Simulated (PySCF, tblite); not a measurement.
# C₅H₂F₆: dynamics, then NMR shifts on frames, part 2 of 2

tblite 0.8.0 and PySCF 2.14.0. Atoms count from 0.

**5. NMR shieldings: 625 fs, PBE0/pcSseg-1**

Job settings and geometry (Å):

```
{"job": {"kind": "nmr", "xc": "PBE0", "basis": "pcSseg-1", "pop": false}, "charge": 0, "multiplicity": 1}
C      1.713600    -0.430700    -0.087600
C      0.511100    -0.332900    -0.052300
C     -0.974500    -0.249700    -0.037600
C     -1.543200    -1.630900     0.359600
F     -2.836000    -1.555100     0.615700
F     -1.059200    -2.155100     1.457800
F     -1.406500    -2.572500    -0.607700
C     -1.424400     0.907900     0.944700
F     -0.547800     1.921300     0.740200
F     -1.235100     0.546400     2.163400
F     -2.606800     1.341700     0.688800
H      2.751100    -0.468000    -0.218900
H     -1.361800    -0.012300    -1.054400
```

Level: GIAO PBE0/pcSseg-1 NMR shielding, non-relativistic, gas phase.

The log of the run:

```text
coarse grid: 13192 points
cycle   1  E = -789.5008100784  dE =  2.110e+00  |g| = 1.262e+00  |ddm| = 3.454e+00
cycle   2  E = -789.1549943098  dE =  3.458e-01  |g| = 1.973e+00  |ddm| = 1.959e+00
cycle   3  E = -789.7605954343  dE = -6.056e-01  |g| = 2.193e-01  |ddm| = 1.261e+00
cycle   4  E = -789.7679857077  dE = -7.390e-03  |g| = 1.340e-01  |ddm| = 2.268e-01
cycle   5  E = -789.7721954120  dE = -4.210e-03  |g| = 2.865e-02  |ddm| = 8.937e-02
cycle   6  E = -789.7723487260  dE = -1.533e-04  |g| = 5.763e-03  |ddm| = 2.237e-02
cycle   7  E = -789.7723534979  dE = -4.772e-06  |g| = 1.774e-03  |ddm| = 4.726e-03
final grid: 136408 points
cycle   8  E = -789.8744361482  dE = -5.626e-05  |g| = 6.683e-03  |ddm| = 4.389e-02
cycle   9  E = -789.8744285267  dE =  7.622e-06  |g| = 9.852e-03  |ddm| = 1.159e-02
cycle  10  E = -789.8744440598  dE = -1.553e-05  |g| = 1.267e-03  |ddm| = 6.308e-03
cycle  11  E = -789.8744443315  dE = -2.717e-07  |g| = 6.881e-04  |ddm| = 1.210e-03
cycle  12  E = -789.8744444437  dE = -1.122e-07  |g| = 1.439e-04  |ddm| = 5.087e-04
cycle  13  E = -789.8744444481  dE = -4.322e-09  |g| = 3.123e-05  |ddm| = 1.249e-04
cycle  14  E = -789.8744444482  dE = -1.346e-10  |g| = 9.390e-06  |ddm| = 2.851e-05
converged SCF energy = -789.8744444482

GIAO shielding tensors (ppm)
atom      isotropic    diamagn.    paramagn.     s11        s22        s33       span
  0 C      101.134     257.239    -156.105     22.590     26.899    253.914    231.323
  1 C      108.614     267.460    -158.847     13.813     18.836    293.192    279.379
  2 C      133.037     244.360    -111.324    117.574    133.403    148.133     30.558
  3 C       56.848     238.746    -181.898     53.960     54.278     62.304      8.344
  4 F      253.352     468.709    -215.357    177.540    255.559    326.959    149.419
  5 F      257.236     472.019    -214.783    186.710    260.904    324.094    137.384
  6 F      236.005     471.878    -235.872    149.621    208.132    350.263    200.642
  7 C       61.992     243.136    -181.143     54.636     63.121     68.221     13.585
  8 F      234.632     475.938    -241.306    154.041    212.564    337.292    183.251
  9 F      274.069     471.198    -197.129    219.033    285.797    317.377     98.344
 10 F      268.917     467.623    -198.706    213.962    270.229    322.559    108.597
 11 H       29.745      33.768      -4.023     24.261     24.547     40.429     16.168
 12 H       27.428      27.504      -0.076     25.520     26.233     30.531      5.011
```

Run time: 16 s. Hardware: 1 thread of AMD EPYC 9B45, shared host; peak memory 0.93 GiB.

In short: δ C3 130.1, C7 124.9, C0 85.8, C1 78.3, H12 4.29, H11 1.97 ppm.

**6. NMR shieldings: 800 fs, PBE0/pcSseg-1**

Job settings and geometry (Å):

```
{"job": {"kind": "nmr", "xc": "PBE0", "basis": "pcSseg-1", "pop": false}, "charge": 0, "multiplicity": 1}
C      1.475300    -0.506100    -0.104900
C      0.302500    -0.314000     0.063800
C     -1.125500    -0.124600    -0.015200
C     -1.808800    -1.499700     0.114700
F     -3.096400    -1.451300    -0.117600
F     -1.558200    -2.127100     1.238400
F     -1.348800    -2.245000    -0.909800
C     -1.465700     0.914900     1.044600
F     -1.053200     2.129500     0.719700
F     -0.862500     0.719600     2.248500
F     -2.794100     1.018400     1.199500
H      2.479900    -0.847000     0.038800
H     -1.438800     0.416000    -0.938300
```

Method: GIAO PBE0/pcSseg-1 NMR shielding, non-relativistic, gas phase.

The log of the run:

```text
coarse grid: 13192 points
cycle   1  E = -789.4915367900  dE =  2.108e+00  |g| = 1.274e+00  |ddm| = 3.520e+00
cycle   2  E = -789.1180928545  dE =  3.734e-01  |g| = 2.029e+00  |ddm| = 2.314e+00
cycle   3  E = -789.7572293346  dE = -6.391e-01  |g| = 2.300e-01  |ddm| = 1.482e+00
cycle   4  E = -789.7655071149  dE = -8.278e-03  |g| = 1.399e-01  |ddm| = 2.452e-01
cycle   5  E = -789.7701191401  dE = -4.612e-03  |g| = 2.710e-02  |ddm| = 1.019e-01
cycle   6  E = -789.7702628222  dE = -1.437e-04  |g| = 5.029e-03  |ddm| = 2.589e-02
cycle   7  E = -789.7702665695  dE = -3.747e-06  |g| = 1.783e-03  |ddm| = 4.299e-03
final grid: 136408 points
cycle   8  E = -789.8744789012  dE = -6.358e-05  |g| = 7.585e-03  |ddm| = 3.401e-02
cycle   9  E = -789.8744682036  dE =  1.070e-05  |g| = 1.144e-02  |ddm| = 1.266e-02
cycle  10  E = -789.8744887789  dE = -2.058e-05  |g| = 1.330e-03  |ddm| = 7.118e-03
cycle  11  E = -789.8744890675  dE = -2.886e-07  |g| = 7.712e-04  |ddm| = 1.473e-03
cycle  12  E = -789.8744892101  dE = -1.425e-07  |g| = 1.396e-04  |ddm| = 5.675e-04
cycle  13  E = -789.8744892143  dE = -4.219e-09  |g| = 3.158e-05  |ddm| = 1.594e-04
cycle  14  E = -789.8744892144  dE = -1.455e-10  |g| = 1.096e-05  |ddm| = 3.184e-05
converged SCF energy = -789.8744892144

GIAO shielding tensors (ppm)
atom      isotropic    diamagn.    paramagn.     s11        s22        s33       span
  0 C       97.891     262.829    -164.938     16.333     24.955    252.384    236.051
  1 C      106.683     269.560    -162.877     10.456     16.478    293.116    282.660
  2 C      139.219     243.575    -104.356    127.320    139.877    150.459     23.139
  3 C       59.319     241.507    -182.187     53.504     61.258     63.196      9.692
  4 F      257.715     466.950    -209.235    187.771    260.354    325.021    137.250
  5 F      268.401     471.632    -203.230    204.230    271.119    329.855    125.625
  6 F      235.121     473.341    -238.221    151.127    216.406    337.829    186.702
  7 C       53.685     240.288    -186.603     47.097     54.505     59.453     12.356
  8 F      239.013     472.961    -233.948    162.255    228.095    326.688    164.433
  9 F      240.261     473.984    -233.723    151.269    233.182    336.333    185.064
 10 F      248.963     468.748    -219.785    164.177    253.809    328.904    164.726
 11 H       28.812      31.920      -3.108     23.457     23.923     39.054     15.597
 12 H       27.378      27.770      -0.392     25.241     26.088     30.805      5.564
```

Run time: 16 s. Hardware: 1 thread of AMD EPYC 9B45, shared host; peak memory 0.94 GiB.

In short: δ C7 133.2, C3 127.6, C0 89.0, C1 80.2, H12 4.34, H11 2.91 ppm.

**7. Nuclear shieldings: 1000 fs, PBE0/pcSseg-1**

Job settings and geometry (Å):

```
{"job": {"kind": "nmr", "xc": "PBE0", "basis": "pcSseg-1", "pop": false}, "charge": 0, "multiplicity": 1}
C      1.288400    -0.073400     0.085800
C      0.113600    -0.199900     0.034100
C     -1.292500    -0.219000     0.067600
C     -1.877800    -1.633500    -0.001600
F     -3.250100    -1.568500    -0.223500
F     -1.689300    -2.313300     1.089900
F     -1.315200    -2.306500    -0.955800
C     -1.680800     0.556000     1.313700
F     -1.371600     1.859200     1.212000
F     -1.070600     0.084700     2.422100
F     -2.978700     0.498700     1.578500
H      2.287100     0.149000     0.142800
H     -1.690300     0.436100    -0.702400
```

Level: GIAO PBE0/pcSseg-1 NMR shielding, non-relativistic, gas phase.

The log of the run:

```text
coarse grid: 13192 points
cycle   1  E = -789.4911548363  dE =  2.213e+00  |g| = 1.278e+00  |ddm| = 3.521e+00
cycle   2  E = -789.1232051281  dE =  3.679e-01  |g| = 2.025e+00  |ddm| = 2.103e+00
cycle   3  E = -789.7615638952  dE = -6.384e-01  |g| = 2.136e-01  |ddm| = 1.358e+00
cycle   4  E = -789.7683931331  dE = -6.829e-03  |g| = 1.329e-01  |ddm| = 2.308e-01
cycle   5  E = -789.7724918050  dE = -4.099e-03  |g| = 2.616e-02  |ddm| = 9.133e-02
cycle   6  E = -789.7726311308  dE = -1.393e-04  |g| = 4.622e-03  |ddm| = 2.454e-02
cycle   7  E = -789.7726345955  dE = -3.465e-06  |g| = 1.701e-03  |ddm| = 4.344e-03
final grid: 136408 points
cycle   8  E = -789.8763508615  dE = -6.483e-05  |g| = 7.831e-03  |ddm| = 4.048e-02
cycle   9  E = -789.8763398989  dE =  1.096e-05  |g| = 1.176e-02  |ddm| = 1.501e-02
cycle  10  E = -789.8763615446  dE = -2.165e-05  |g| = 1.222e-03  |ddm| = 8.528e-03
cycle  11  E = -789.8763617712  dE = -2.266e-07  |g| = 7.392e-04  |ddm| = 1.283e-03
cycle  12  E = -789.8763618998  dE = -1.286e-07  |g| = 1.563e-04  |ddm| = 5.493e-04
cycle  13  E = -789.8763619050  dE = -5.172e-09  |g| = 3.479e-05  |ddm| = 1.406e-04
cycle  14  E = -789.8763619051  dE = -1.623e-10  |g| = 1.146e-05  |ddm| = 3.178e-05
converged SCF energy = -789.8763619051

GIAO shielding tensors (ppm)
atom      isotropic    diamagn.    paramagn.     s11        s22        s33       span
  0 C      101.754     257.435    -155.682     22.245     30.067    252.948    230.702
  1 C      112.088     267.101    -155.012     18.196     23.140    294.929    276.733
  2 C      145.195     245.724    -100.529    131.405    143.290    160.891     29.486
  3 C       57.852     242.423    -184.571     50.449     59.141     63.964     13.515
  4 F      227.612     469.524    -241.912    130.234    197.383    355.218    224.984
  5 F      265.392     470.869    -205.477    201.644    277.292    317.240    115.596
  6 F      258.186     472.603    -214.417    194.096    265.733    314.729    120.633
  7 C       53.960     240.074    -186.114     51.657     53.394     56.830      5.173
  8 F      241.019     473.753    -232.735    161.712    219.974    341.370    179.658
  9 F      248.263     474.457    -226.195    163.549    243.707    337.532    173.983
 10 F      253.745     467.095    -213.351    176.158    263.452    321.625    145.466
 11 H       30.512      35.307      -4.795     24.964     25.250     41.321     16.357
 12 H       28.145      28.304      -0.159     25.990     26.878     31.565      5.575
```

Run time: 16 s. Hardware: 1 thread of AMD EPYC 9B45, shared host; peak memory 0.94 GiB.

In short: δ C7 133.0, C3 129.1, C0 85.2, C1 74.8, H12 3.57, H11 1.21 ppm.

**8. Comparing the runs: NMR shifts**

Shifts (ppm) of some atoms, chosen among heavy atoms and hydrogens apart, with basis size and wall time:

| frame | H12 | H11 | F6 | F10 | F4 | F8 | F9 | functions | time |
| --- | --- | --- | --- | --- | --- | --- | --- | --- | --- |
| 250 fs | 5.78 | 1.49 | -47.2 | -63.4 | -72.6 | -78.9 | -84.7 | 197 | 16 s |
| 425 fs | 2.95 | 2.07 | -80.2 | -68.2 | -87.4 | -93.5 | -84.8 | 197 | 16 s |
| 625 fs | 4.29 | 1.97 | -65.1 | -98.0 | -82.4 | -63.7 | -103.1 | 197 | 16 s |
| 800 fs | 4.34 | 2.91 | -64.2 | -78.0 | -86.8 | -68.1 | -69.3 | 197 | 16 s |
| 1000 fs | 3.57 | 1.21 | -87.2 | -82.8 | -56.7 | -70.1 | -77.3 | 197 | 16 s |

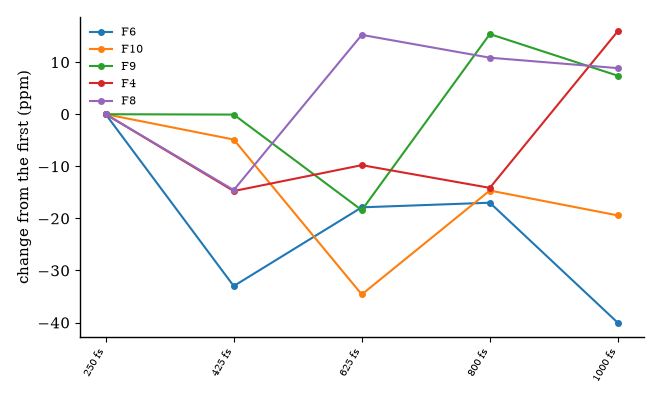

How five of the tabulated atoms move from run to run.

**9. Summary of results**

This closing draws on all 2 parts.

| quantity | value |
| --- | --- |
| thermostat | 300 K |
| mean temperature, second half | 240 K |
| mean potential energy above the minimum | 0.33 eV |
| 13C shifts against TMS (PBE0/pcSseg-1, 250 fs) | 136.4, 132.7, 89.7, 77.7, 58.0 ppm |
| 1H shifts against TMS (PBE0/pcSseg-1, 250 fs) | 5.78, 1.49 ppm |
| 19F shifts against CFCl3 (PBE0/pcSseg-1, 250 fs) | -47.2, -63.4, -72.6, -73.2, -78.9, -84.7 ppm |
| range of the shift of F6 | -87.2 to -47.2 ppm |

What this shows: In the second half the potential energy averages 0.33 eV above the minimum; equipartition over 33 harmonic modes at 300 K would give 0.43 eV. With 13 atoms the temperature swings widely (123 to 397 K). Shifts at one fixed geometry are not the observed spectrum, which averages over the motion. In the first frame run (250 fs): The largest span, 283 ppm, is at C1, where the paramagnetic term is -158 ppm. Across the 5 runs the shift of F6 moves most, between -87.2 (1000 fs) and -47.2 ppm (250 fs).
